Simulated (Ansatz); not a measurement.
The starting structures come from a database of crystals and need not be the phases stable at ambient conditions.

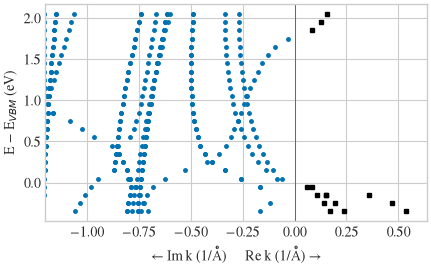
*Complex bands at the centre of the two-dimensional zone; r2SCAN (Ansatz, a first-principles code)*

The gap is the functional's own. No spin-orbit coupling. Mid-gap values are interpolated on the energy grid.

Q: This is YSF (P4/nmm, not sure to be the ambient phase, 6 atoms a cell, 16.2 Å³ an atom) along the normal of (100). Read off the slowest decay at the centre of the two-dimensional zone at 0.85 eV, the computed energy nearest the middle of the gap.

A: κ ≈ 0.22 1/Å, a decay length 1/(2κ) of the density of 2.3 Å.
